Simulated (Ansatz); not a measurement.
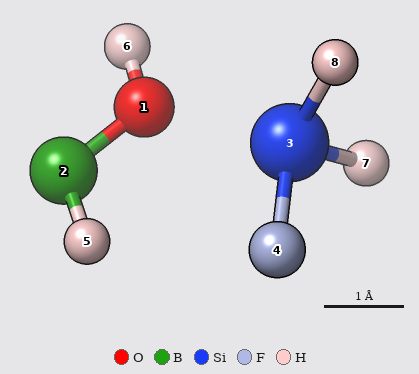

*The input geometry (ball-and-stick view, seen at a tilt; atoms are numbered from 1 in the order of the input).*

**Geometry relaxation, with input and output: BSiH₄OF**

- system: BSiH₄OF
- method: RKS PBE-D4/def2-SVP (Ansatz 0.2.0)

Figures and captions count atoms from 1; the log counts them from 0 in places.

**Log**
```
Functional definition: PBE
  name "PBE"
  cite "Perdew, Burke & Ernzerhof, Phys. Rev. Lett. 77, 3865 (1996) doi:10.1103/PhysRevLett.77.3865"
  parent pbe
  parameter kappa = 0.804
  parameter beta = 0.06672455060314922
  exchange = pbe_x(kappa = kappa, mu = beta*pi^2/3)
  correlation = pbe_c(beta = beta)
873 factors; their error is unknown
mean field evaluation 1: about -13356.5565 eV, gradient 5.3e1 eV
mean field evaluation 2: about -13328.5632 eV, gradient 1.1e2 eV
mean field evaluation 4: about -13354.8767 eV, gradient 4.2e1 eV
mean field evaluation 8: about -13363.8630 eV, gradient 2.0e-1 eV
mean field evaluation 16: about -13363.8129 eV, gradient 1.2e-3 eV
mean field -13363.81294768 eV, -491.1110675095 hartree, gradient 1.4e-5 eV, S^2 0.000000; 1 other end points of the search recorded, 0 dependent functions left out
the calculation of the forces begins
reference -13363.81298240 eV, -491.1110687855 hartree; 20, 20 occupied and 60, 60 virtual orbitals, 873 factors
relax step   1: F+E_penalty+E_count = -13363.95593461 eV  Δ(F+E_penalty+E_count) = +0.000e0 eV  max|allowed force component| = 2.373e0 eV/Å  Δτ_max = 0.0000 Å  (54 SCF iters, accepted)
these checks for a lower state are left out or cut short: starts, cluster_reference, orbital_swaps, neighbouring_geometries, increment
873 factors; their error is unknown
mean field evaluation 32: about -13364.2422 eV, gradient 2.6e-5 eV
mean field -13364.24217459 eV, -491.1268413076 hartree, gradient 2.6e-5 eV, S^2 0.000000; 0 other end points of the search recorded, 0 dependent functions left out
[... from here on the field's lines of each further geometry are left out, up to the last ...]
relax step   2: F+E_penalty+E_count = -13364.38570636 eV  Δ(F+E_penalty+E_count) = -4.298e-1 eV  max|allowed force component| = 7.445e-1 eV/Å  Δτ_max = 0.1950 Å  (36 SCF iters, accepted)
relax step   3: F+E_penalty+E_count = -13364.42961282 eV  Δ(F+E_penalty+E_count) = -4.391e-2 eV  max|allowed force component| = 1.667e-1 eV/Å  Δτ_max = 0.0752 Å  (30 SCF iters, accepted)
relax step   4: F+E_penalty+E_count = -13364.43501758 eV  Δ(F+E_penalty+E_count) = -5.405e-3 eV  max|allowed force component| = 2.945e-1 eV/Å  Δτ_max = 0.0304 Å  (30 SCF iters, accepted)
relax step   5: F+E_penalty+E_count = -13364.44265009 eV  Δ(F+E_penalty+E_count) = -7.633e-3 eV  max|allowed force component| = 4.558e-1 eV/Å  Δτ_max = 0.0515 Å  (30 SCF iters, accepted)
relax step   6: F+E_penalty+E_count = -13364.45326422 eV  Δ(F+E_penalty+E_count) = -1.061e-2 eV  max|allowed force component| = 3.196e-1 eV/Å  Δτ_max = 0.0380 Å  (31 SCF iters, accepted)
relax step   7: F+E_penalty+E_count = -13364.46237033 eV  Δ(F+E_penalty+E_count) = -9.106e-3 eV  max|allowed force component| = 2.545e-1 eV/Å  Δτ_max = 0.1963 Å  (30 SCF iters, accepted)
relax step   8: F+E_penalty+E_count = -13364.45115474 eV  Δ(F+E_penalty+E_count) = +1.122e-2 eV  max|allowed force component| = 4.286e-1 eV/Å  Δτ_max = 0.0760 Å  (30 SCF iters, rejected (line search))
relax step   9: F+E_penalty+E_count = -13364.46862014 eV  Δ(F+E_penalty+E_count) = -6.250e-3 eV  max|allowed force component| = 9.689e-2 eV/Å  Δτ_max = 0.0369 Å  (30 SCF iters, accepted)
relax step  10: F+E_penalty+E_count = -13364.46999407 eV  Δ(F+E_penalty+E_count) = -1.374e-3 eV  max|allowed force component| = 1.742e-1 eV/Å  Δτ_max = 0.0304 Å  (32 SCF iters, accepted)
relax step  11: F+E_penalty+E_count = -13364.47135311 eV  Δ(F+E_penalty+E_count) = -1.359e-3 eV  max|allowed force component| = 5.054e-2 eV/Å  Δτ_max = 0.0490 Å  (32 SCF iters, accepted)
relax step  12: F+E_penalty+E_count = -13364.47166940 eV  Δ(F+E_penalty+E_count) = -3.163e-4 eV  max|allowed force component| = 8.053e-2 eV/Å  Δτ_max = 0.0147 Å  (31 SCF iters, accepted)
the calculation of the forces begins
reference -13364.33233568 eV, -491.1301546665 hartree; 20, 20 occupied and 60, 60 virtual orbitals, 873 factors
relax step  13: F+E_penalty+E_count = -13364.47185137 eV  Δ(F+E_penalty+E_count) = -1.820e-4 eV  max|allowed force component| = 1.832e-2 eV/Å  Δτ_max = 0.0099 Å  (32 SCF iters, accepted)
873 factors; their error is unknown
mean field evaluation 128: about -13364.3323 eV, gradient 7.6e-2 eV
```

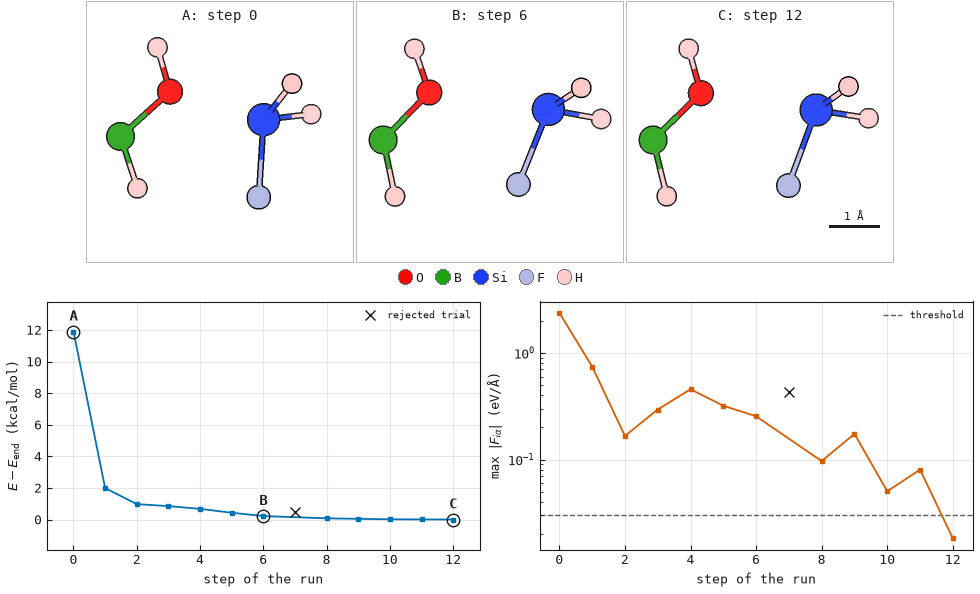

*Frames of the relaxation (ball-and-stick view, seen at a tilt) above the curves, on which the letters mark them (the first geometry is step 0 here and step 1 in the log).*

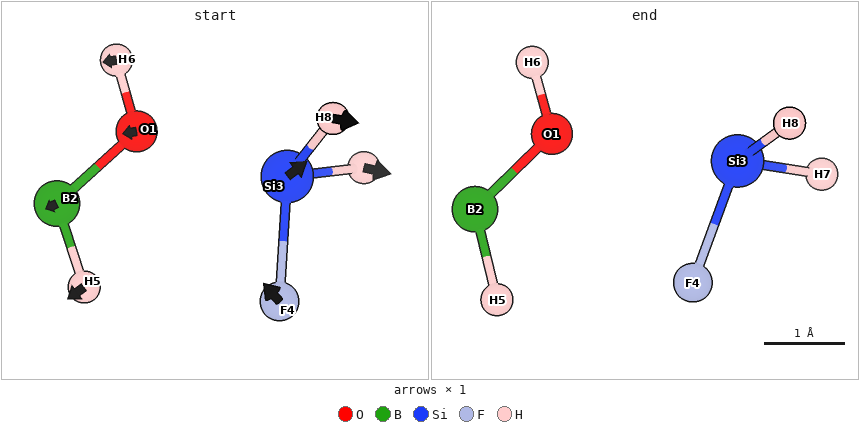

*Before (left) and after (right) the relaxation, at one scale (ball-and-stick view, seen at a tilt). The black arrows give the displacements, at true length.*

After 12 geometry steps the energy has fallen by 11.9 kcal/mol. Largest force component: 2.4 eV/Å at the start, 0.018 eV/Å at the end. The line search rejected the trial step at point 7 (counted from 0) and went back. The atom that moves furthest after the best rigid fit is H7 (0.36 Å). Largest moves by element: H 0.36 Å, F 0.33 Å, Si 0.32 Å, O 0.19 Å, B 0.17 Å. Among the contacts that change: B2–H5 1.150 → 1.217 Å, Si3–F4 1.620 → 1.655 Å, Si3–H7 1.488 → 1.517 Å. Among the angles that change: O1–B2–H5 113.9° → 120.6°, B2–O1–H6 116.1° → 118.9°. (Atoms are counted from 1 in the order of the input.)

```
mean field -13364.33229984 eV, -491.1301533494 hartree, gradient 1.4e-5 eV, S^2 0.000000; 1 other end points of the search recorded, 0 dependent functions left out
the calculation of the forces begins
reference -13364.33233568 eV, -491.1301546665 hartree; 20, 20 occupied and 60, 60 virtual orbitals, 873 factors
Total energy: -13364.47188721 eV, -491.1352830906 hartree
Atom 0 at    -0.448110     1.003736     0.547214 Å, force    -0.000719     0.018149     0.013990 eV/Å
Atom 1 at    -1.726761     1.138547     0.128079 Å, force     0.018316    -0.015033    -0.003770 eV/Å
Atom 2 at     1.055542    -0.745395    -0.116210 Å, force    -0.004116     0.004531    -0.000617 eV/Å
Atom 3 at    -0.279628    -1.202638    -0.981292 Å, force     0.007461    -0.013782    -0.006110 eV/Å
Atom 4 at    -2.209476     0.339317    -0.652125 Å, force    -0.004779     0.003035     0.001064 eV/Å
Atom 5 at    -0.087888     1.655246     1.169997 Å, force    -0.001523    -0.001578    -0.003521 eV/Å
Atom 6 at     2.158624    -0.548859    -1.138343 Å, force    -0.005674     0.005270    -0.002446 eV/Å
Atom 7 at     1.390847    -1.924265     0.776955 Å, force    -0.008965    -0.000590     0.001410 eV/Å
Dipole moment:     0.299011     0.300871     0.339051 e Å
```

**Trajectory as extended XYZ (Å, eV, eV/Å), 13 frames, from step=1 to step=13**
```
8
Properties=species:S:1:pos:R:3:forces:R:3 step=1 energy=-13363.95593
O    -0.2916    0.8975    0.5330    1.2155  -0.8600  -0.1305
B    -1.5707    1.0803    0.1472   -2.0531   2.3731   0.8893
Si    0.7489   -0.6837   -0.1926    1.7303  -0.3461   0.4470
F    -0.2734   -1.4700   -1.1723   -0.6587   0.2841  -0.0591
H    -1.9550    0.2829   -0.5869   -0.5328  -1.3931  -1.2265
H     0.0657    1.5525    1.1529    0.2043   0.0583   0.1251
H     1.9374   -0.3003   -1.0017    0.1670   0.1593  -0.3221
H     1.1919   -1.6436    0.8547   -0.0726  -0.2757   0.2767
8
Properties=species:S:1:pos:R:3:forces:R:3 step=2 energy=-13364.38571
O    -0.3215    0.8498    0.4861    0.7332   0.0727   0.3505
B    -1.6403    1.1148    0.1442   -0.7445   0.5911   0.1274
Si    0.8887   -0.7024   -0.1496    0.0626  -0.1900  -0.1132
F    -0.3283   -1.3087   -1.0775    0.2461   0.1587   0.2142
H    -2.0750    0.3004   -0.6229   -0.2530  -0.3772  -0.3762
H     0.0745    1.4859    1.1083   -0.0461  -0.0822  -0.0787
H     2.0214   -0.3019   -1.0581   -0.0174  -0.1193  -0.0162
H     1.2336   -1.7222    0.9038    0.0190  -0.0538  -0.1077
8
Properties=species:S:1:pos:R:3:forces:R:3 step=3 energy=-13364.42961
O    -0.3389    0.8643    0.4897   -0.0582   0.1667   0.0972
B    -1.6824    1.1373    0.1436    0.0167  -0.0330  -0.0173
Si    0.9266   -0.6953   -0.1292    0.0228  -0.1530  -0.1013
F    -0.3106   -1.2708   -1.0430    0.0834   0.0213   0.0489
H    -2.1388    0.3129   -0.6396   -0.0149   0.0045  -0.0024
H     0.0544    1.5003    1.1103   -0.0354   0.0157  -0.0030
H     2.0601   -0.3658   -1.0663   -0.0033  -0.0044  -0.0202
H     1.2828   -1.7671    0.8688   -0.0111  -0.0179  -0.0018
8
Properties=species:S:1:pos:R:3:forces:R:3 step=4 energy=-13364.43502
O    -0.3439    0.8811    0.4998   -0.2945   0.1067  -0.0418
B    -1.6887    1.1398    0.1429    0.2193  -0.0862   0.0261
Si    0.9369   -0.7032   -0.1307    0.0853  -0.0559  -0.0059
F    -0.3022   -1.2724   -1.0410   -0.0235   0.0120  -0.0009
H    -2.1404    0.3115   -0.6409   -0.0009   0.0308   0.0223
H     0.0379    1.5238    1.1204    0.0033   0.0128   0.0106
H     2.0661   -0.3809   -1.0768    0.0068  -0.0080  -0.0081
H     1.2875   -1.7840    0.8606    0.0042  -0.0123  -0.0024
8
Properties=species:S:1:pos:R:3:forces:R:3 step=5 energy=-13364.44265
O    -0.3614    0.9077    0.5118   -0.4558   0.1447  -0.0794
B    -1.6990    1.1424    0.1409    0.4064  -0.1603   0.0481
Si    0.9621   -0.7165   -0.1303    0.1247   0.0516   0.0878
F    -0.2966   -1.2575   -1.0286   -0.1135  -0.0356  -0.0716
H    -2.1462    0.3121   -0.6420   -0.0249   0.0501   0.0264
H     0.0040    1.5604    1.1327    0.0387  -0.0250  -0.0026
H     2.0847   -0.4149   -1.0934    0.0107  -0.0155  -0.0005
H     1.3056   -1.8180    0.8432    0.0136  -0.0099  -0.0083
8
Properties=species:S:1:pos:R:3:forces:R:3 step=6 energy=-13364.45326
O    -0.3758    0.9236    0.5217   -0.3196   0.1160  -0.0581
B    -1.6924    1.1305    0.1345    0.1438   0.0009   0.0619
Si    0.9860   -0.7226   -0.1243    0.1520   0.0327   0.0834
F    -0.2890   -1.2430   -1.0172   -0.1333  -0.0340  -0.0770
H    -2.1817    0.3254   -0.6447    0.0690  -0.0028   0.0270
H    -0.0152    1.5845    1.1371    0.0198  -0.0513  -0.0226
H     2.1005   -0.4392   -1.1031    0.0344  -0.0297  -0.0077
H     1.3208   -1.8436    0.8303    0.0339  -0.0318  -0.0069
8
Properties=species:S:1:pos:R:3:forces:R:3 step=7 energy=-13364.46237
O    -0.4651    1.0323    0.5637    0.2228   0.1589   0.1926
B    -1.7260    1.1375    0.1267   -0.2545   0.0207  -0.0854
Si    1.0944   -0.7709   -0.1156    0.0630   0.0409   0.0577
F    -0.2631   -1.1869   -0.9691   -0.0454  -0.0282  -0.0375
H    -2.2403    0.3529   -0.6445    0.0352  -0.0307  -0.0078
H    -0.1501    1.7210    1.1787    0.0423  -0.2017  -0.1208
H     2.1892   -0.5898   -1.1584   -0.0526  -0.0189   0.0536
H     1.4142   -1.9805    0.7527   -0.0109   0.0589  -0.0523
8
Properties=species:S:1:pos:R:3:forces:R:3 step=8 energy=-13364.45116 accepted=F
O    -0.4624    1.0421    0.5304   -0.0918  -0.4286  -0.2432
B    -1.7550    1.0998    0.1724    0.0463   0.2310  -0.1527
Si    1.0802   -0.7478   -0.1057   -0.0645  -0.0024  -0.1295
F    -0.2715   -1.1965   -0.9588    0.0275   0.0053   0.0277
H    -2.2170    0.3807   -0.6858   -0.0791  -0.1617   0.0437
H    -0.1018    1.6636    1.1664    0.1456   0.3221   0.4191
H     2.1687   -0.5797   -1.1490    0.0177   0.0173  -0.0007
H     1.4120   -1.9464    0.7644   -0.0017   0.0171   0.0356
8
Properties=species:S:1:pos:R:3:forces:R:3 step=9 energy=-13364.46862
O    -0.4584    1.0192    0.5612   -0.0969   0.0400  -0.0251
B    -1.7309    1.1386    0.1278    0.0665   0.0002   0.0195
Si    1.0769   -0.7535   -0.1132    0.0579  -0.0314   0.0144
F    -0.2693   -1.1943   -0.9704   -0.0480  -0.0055  -0.0287
H    -2.2261    0.3498   -0.6524    0.0111  -0.0260  -0.0049
H    -0.1248    1.6942    1.1752    0.0534  -0.0491  -0.0019
H     2.1756   -0.5829   -1.1486   -0.0224   0.0341   0.0124
H     1.4103   -1.9555    0.7547   -0.0216   0.0377   0.0143
8
Properties=species:S:1:pos:R:3:forces:R:3 step=10 energy=-13364.46999
O    -0.4624    1.0182    0.5562    0.1322   0.1481   0.1498
B    -1.7338    1.1368    0.1248    0.0347   0.0404   0.0380
Si    1.0673   -0.7501   -0.1140    0.0337   0.0003   0.0227
F    -0.2756   -1.1947   -0.9744   -0.0246  -0.0197  -0.0277
H    -2.2150    0.3390   -0.6536   -0.0178  -0.0305  -0.0231
H    -0.0987    1.6787    1.1755   -0.1213  -0.1742  -0.1659
H     2.1691   -0.5683   -1.1426   -0.0180   0.0182   0.0005
H     1.4023   -1.9439    0.7625   -0.0191   0.0174   0.0057
8
Properties=species:S:1:pos:R:3:forces:R:3 step=11 energy=-13364.47135
O    -0.4398    0.9939    0.5460   -0.0505  -0.0270  -0.0417
B    -1.7220    1.1368    0.1305    0.0339   0.0082   0.0092
Si    1.0492   -0.7456   -0.1197   -0.0166   0.0377   0.0289
F    -0.2793   -1.2140   -0.9857   -0.0132  -0.0088  -0.0137
H    -2.2033    0.3414   -0.6544   -0.0042  -0.0134  -0.0026
H    -0.0782    1.6445    1.1672    0.0204   0.0327   0.0366
H     2.1486   -0.5289   -1.1405    0.0101  -0.0274   0.0082
H     1.3780   -1.9123    0.7910    0.0201  -0.0021  -0.0249
8
Properties=species:S:1:pos:R:3:forces:R:3 step=12 energy=-13364.47167
O    -0.4432    1.0013    0.5475    0.0491   0.0012   0.0219
B    -1.7205    1.1361    0.1280   -0.0805   0.0139  -0.0197
Si    1.0472   -0.7409   -0.1165    0.0420  -0.0349  -0.0107
F    -0.2796   -1.2110   -0.9868   -0.0110   0.0142   0.0078
H    -2.2035    0.3370   -0.6522    0.0047  -0.0007   0.0004
H    -0.0842    1.6527    1.1713    0.0043  -0.0065  -0.0066
H     2.1518   -0.5427   -1.1367   -0.0015   0.0105   0.0008
H     1.3852   -1.9169    0.7795   -0.0070   0.0023   0.0061
8
Properties=species:S:1:pos:R:3:forces:R:3 step=13 energy=-13364.47185
O    -0.4481    1.0037    0.5472   -0.0007   0.0181   0.0140
B    -1.7268    1.1385    0.1281    0.0183  -0.0150  -0.0038
Si    1.0555   -0.7454   -0.1162   -0.0041   0.0045  -0.0006
F    -0.2796   -1.2026   -0.9813    0.0075  -0.0138  -0.0061
H    -2.2095    0.3393   -0.6521   -0.0048   0.0030   0.0011
H    -0.0879    1.6552    1.1700   -0.0015  -0.0016  -0.0035
H     2.1586   -0.5489   -1.1383   -0.0057   0.0053  -0.0024
H     1.3908   -1.9243    0.7770   -0.0090  -0.0006   0.0014
```

This output came from the following input.

**The input**
```yaml
crystal:
  periodic: [false, false, false]
  atoms:
    - {symbol: O, position_ang: [-0.291558, 0.897524, 0.533021]}
    - {symbol: B, position_ang: [-1.570725, 1.080344, 0.147164]}
    - {symbol: Si, position_ang: [0.748874, -0.683706, -0.192560]}
    - {symbol: F, position_ang: [-0.273414, -1.470006, -1.172306]}
    - {symbol: H, position_ang: [-1.954972, 0.282872, -0.586930]}
    - {symbol: H, position_ang: [0.065659, 1.552507, 1.152935]}
    - {symbol: H, position_ang: [1.937424, -0.300250, -1.001750]}
    - {symbol: H, position_ang: [1.191862, -1.643597, 0.854702]}
basis:
  gaussian: {orbitals: def2-SVP}
hamiltonian: {xc: pbe, dispersion: d4}
relax: {f_tol: 0.03, max_steps: 250}
```

Launched with:
```bash
ansatz run in.yaml --threads 2 --pin off --events-out ev --progress --plain --max-ram 4352MiB
```

**Summary**

- outcome: converged
- total energy: −13364.4719 eV
- mean-field energy: −13364.3323 eV
- dispersion energy: −0.1396 eV
- SCF solution under orbital rotations: stable
- largest force (length of the vector) at the end: 0.024 eV/Å
- dipole moment: 2.61 D
- hardware: 2 threads of Arm Neoverse V1, 23 GiB of memory available, shared host
- wall time: 19 s (CPU time 36 s)
- peak memory: 0.14 GiB
